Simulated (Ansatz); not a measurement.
The figure comes from a scan of MgH₂ (rutile): a phonon pattern at X = (0.5, 0.0, 0.0) is frozen into a 12-atom cell, Q being the largest atomic displacement. Level of theory: PBE (plane waves to 420 eV, PAW, scalar-relativistic; Ansatz, an electronic-structure program). k mesh 4×7×11 (Γ-centred), Fermi-Dirac smearing 0.05 eV. MgH2 was relaxed with its symmetry unable to fall. 

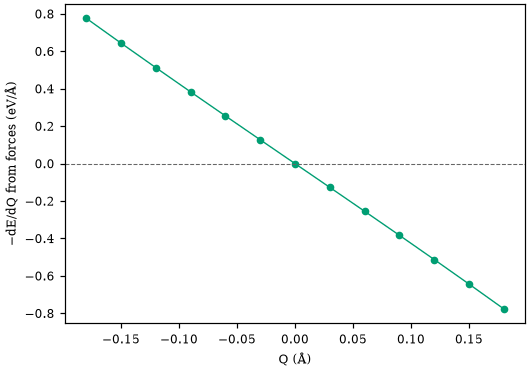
*−dE/dQ from forces (eV/Å) against Q (Å); one marker a computed point.*

Read the plotted values off the figure, to the accuracy that the plot allows.

To the nearest 0.02:

```json
[
 {"Q (Å)": "-0.180", "−dE/dQ from forces (eV/Å)": "0.78"},
 {"Q (Å)": "-0.150", "−dE/dQ from forces (eV/Å)": "0.64"},
 {"Q (Å)": "-0.120", "−dE/dQ from forces (eV/Å)": "0.52"},
 {"Q (Å)": "-0.090", "−dE/dQ from forces (eV/Å)": "0.38"},
 {"Q (Å)": "-0.060", "−dE/dQ from forces (eV/Å)": "0.26"},
 {"Q (Å)": "-0.030", "−dE/dQ from forces (eV/Å)": "0.12"},
 {"Q (Å)": "0.000", "−dE/dQ from forces (eV/Å)": "0.00"},
 {"Q (Å)": "0.030", "−dE/dQ from forces (eV/Å)": "-0.12"},
 {"Q (Å)": "0.060", "−dE/dQ from forces (eV/Å)": "-0.26"},
 {"Q (Å)": "0.090", "−dE/dQ from forces (eV/Å)": "-0.38"},
 {"Q (Å)": "0.120", "−dE/dQ from forces (eV/Å)": "-0.52"},
 {"Q (Å)": "0.150", "−dE/dQ from forces (eV/Å)": "-0.64"},
 {"Q (Å)": "0.180", "−dE/dQ from forces (eV/Å)": "-0.78"}
]
```

(For displaced atoms, the force is minus the slope of the energy, and its curvature is a force constant, which sets phonon frequencies.)
